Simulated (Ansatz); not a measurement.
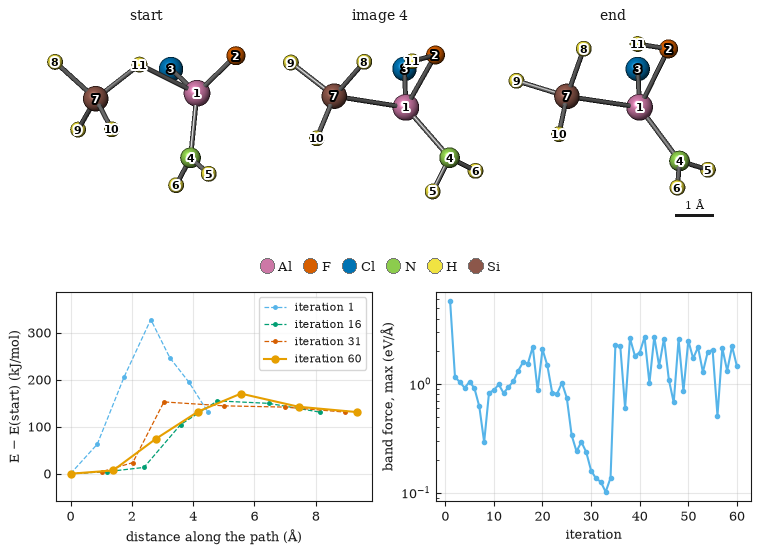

A nudged-elastic-band calculation for AlSiNH₆ClF. Images are numbered from 0 (start) to 6 (end). The plot follows the band through its iterations. Style: ball-and-stick. Shown at a tilt.

The calculation used Ansatz, RKS PBE/def2-SVP. Run with 5 movable images; climbing image; force threshold 0.05 eV/Å; iteration limit 60; starting path through a guess of the saddle point.

> Did the band converge, and can the barrier be trusted?

The result isn't final. The band hadn't converged when the run stopped after 60 iterations. The largest component of the band force went from 5.8 to 1.5 eV/Å. The barrier read from it is provisional, though the highest image hardly moved in the last two iterations. The first iteration put the highest image at 328.1 kJ/mol. Forward barrier 170.4 kJ/mol, backward barrier 39.4 kJ/mol, with image 4 at the top; the reaction energy is +131.1 kJ/mol.
